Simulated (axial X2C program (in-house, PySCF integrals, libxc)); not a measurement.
# Relativistic diatomic calculation, with input and output: TeTc⁻

- system: TeTc⁻, single determinant with M_S = 3 and |Λ| = 0.
- method: BHandHLYP, spin-free X2C-1e, Te dyall-acv3z, Tc dyall-acv3z (cores contracted) (axial X2C program (in-house, PySCF integrals, libxc))

What the run reported:

- outcome: not converged in a step after the SCF shown
- largest ⟨S²⟩ along the curve: 12.02
- hardware: 1 thread of AMD EPYC (Zen 3), 24 GiB of memory available, shared host
- wall time: 7 s
- peak memory: 1 GiB

Diagnosis:

The SCF whose log is shown converged, but a later step did not. The run therefore gave no full result.

Input file:
```
{"zs": [52, 43], "q": -1, "bas": ["dyall-acv3z", "dyall-acv3z"], "levels": ["PBE0", "HF", "BHandHLYP"], "cc": true, "r0": 2.48, "thr": -1.0, "nmax": 90, "npts": 10, "nst": 2, "ntry": 6}
```

The line is the task of a batch: nuclear charges, charge, bases, the levels to run, a first guess of the distance and further settings. This report covers BHandHLYP without spin-orbit coupling. The log is that of the reference distance 2.577 Å.

The run was one of a batch that the task file lists, launched with:
```bash
python <driver script> task.json out
```

Log:
```
spin-free X2C-1e  BHandHLYP
basis functions 299  fitting functions 1423  grid points 5803
iter        total energy     max residual
   1     -11079.246060737     1.48e-01
   2     -11079.249896799     5.91e-03
   3     -11079.250551179     1.94e-02
   4     -11079.250781549     5.22e-03
   5     -11079.250813795     1.23e-03
   6     -11079.250818621     7.63e-04
   7     -11079.250819372     1.15e-04
   8     -11079.250819564     1.20e-04
   9     -11079.250819601     2.45e-05
  10     -11079.250819612     1.71e-05
  11     -11079.250819614     5.92e-06
converged
one-electron -16165.81289755  Coulomb 4935.04662500  exact exchange -151.25181987  xc functional -156.38687683  nuclear repulsion 459.15414964
```

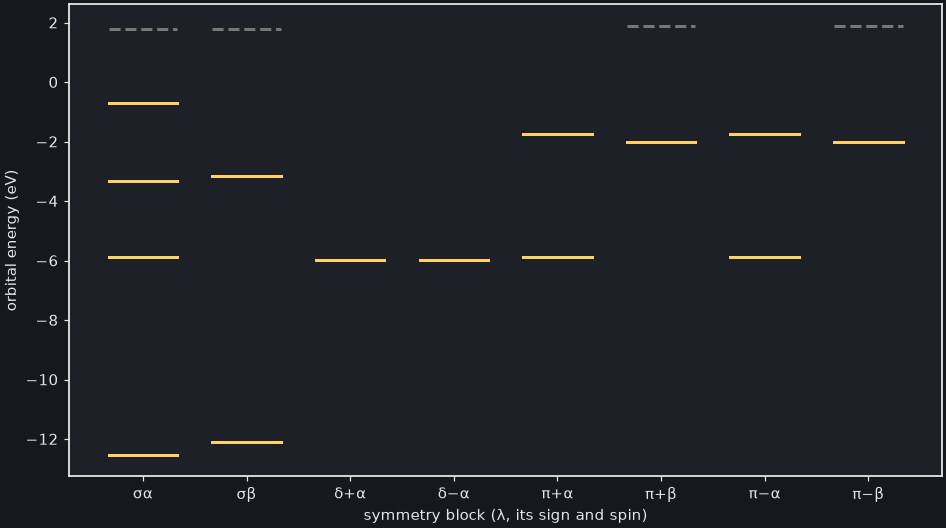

Fig. 1: Orbital energies near the frontier at 2.58 Å, filled (solid) and empty (dashed); a label such as π−α means λ = −1 and α spin. The highest filled orbital (σα; 41 % Tc p, 25 % Te p) lies at −0.70 eV, the lowest empty one (σβ; 74 % Tc p, 24 % Tc s) at 1.77 eV.
